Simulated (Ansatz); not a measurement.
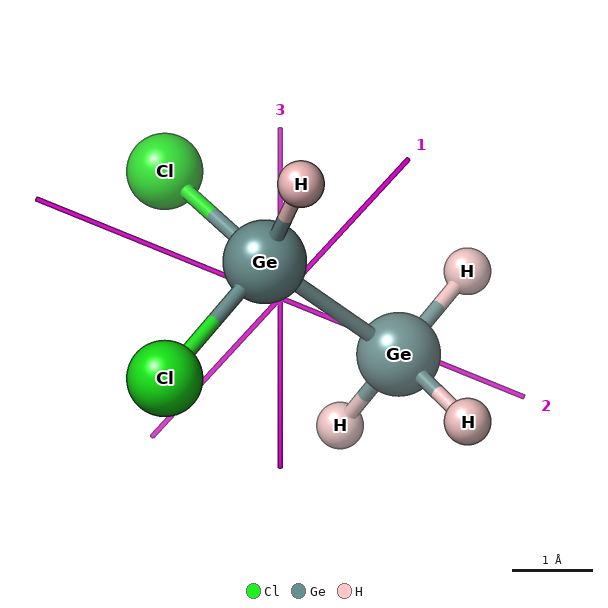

The three principal axes of inertia are drawn and numbered. Depth is shown by fading: the farther an atom, the more it takes the colour of the background. The geometry was computed by an optimisation with PBE0-D4/def2-TZVP. Masses are those of the most abundant isotopes; constants are for the rigid equilibrium geometry.

Which line is the a axis (least moment of inertia), which b and which c?

a is line 2, b is line 3, c is line 1; the moments are 249, 468, 645 u Å².

What kind of rotor is it, and what are its rotational constants in GHz?

An asymmetric top (Cs): A = 2.03, B = 1.08, C = 0.783 GHz. Ray's parameter κ is −0.52, nearer the prolate limit.
